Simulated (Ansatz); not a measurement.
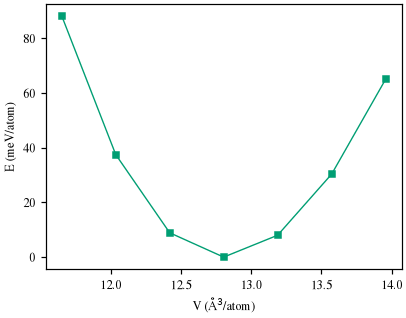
Fig. 1. SiMo2C in space group P6_3/mmc (No. 194; Si on 2d, Mo on 4f, C on 2a) under volume change, DFT-r²SCAN in the program Ansatz with PAW potentials, shape and atoms relaxed at each volume.

Task: What does a third-order Birch–Murnaghan fit give for V₀, B₀ and B′?

Result: V₀ = 12.81 Å³/atom, B₀ = 231 GPa, B′ = 3.6.

The start of the workflow was typed in or built on a structure type; neither database checked (COD, Materials Project) lists it. Its standing as an ambient phase is unchecked. Symmetry was held in the r²SCAN relaxation; its stability against distortions is not shown here. No spin polarisation was allowed.

Potentials: the later of the program's two PAW sets.
